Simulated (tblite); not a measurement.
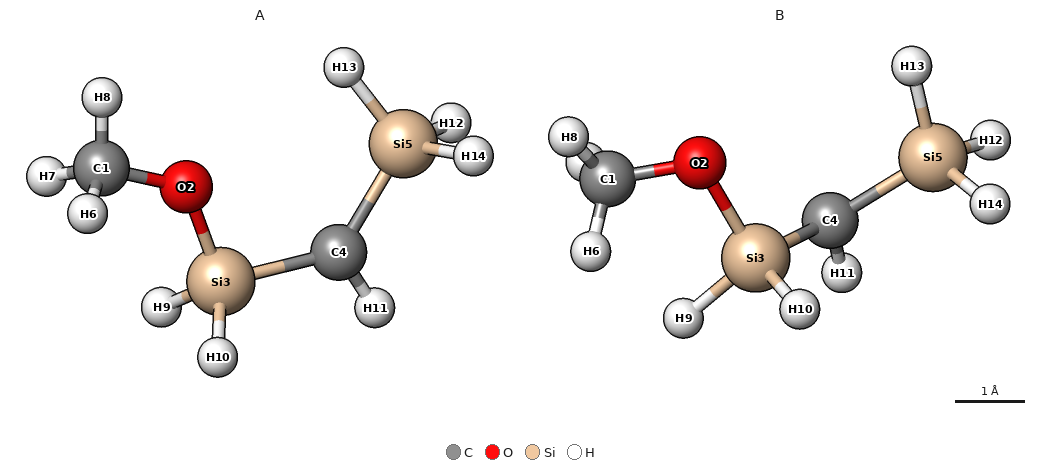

Two geometries of C$_{2}$H$_{9}$OSi$_{2}$ (multiplicity 2), drawn at one scale. One is the start of a relaxation, the other its converged end. Style: ball-and-stick. Shown at a tilt.

These are results of GFN2-xTB geometry optimisation, gas phase in tblite 0.8.0, not measurements. 

### Which geometry has the lower energy?

Structure A is the relaxed one. After 185 geometry steps the energy has fallen by 77.6 kJ/mol. The largest move after the best rigid fit is that of H10, 1.28 Å. Largest moves by element: H 1.28 Å, C 0.72 Å, Si 0.62 Å, O 0.57 Å. Some distances before and after: O2–Si3 1.740 → 1.625 Å, C4–H11 1.111 → 1.082 Å, Si5–H14 1.449 → 1.473 Å, C4–Si5 1.837 → 1.860 Å. Bond angles that change, for instance: C1–O2–Si3 107.5° → 128.1°, Si3–C4–Si5 115.2° → 129.5°, O2–Si3–C4 108.6° → 102.4°. Groups turn about O2–Si3 by about 55°, C1–O2 by about 20°.
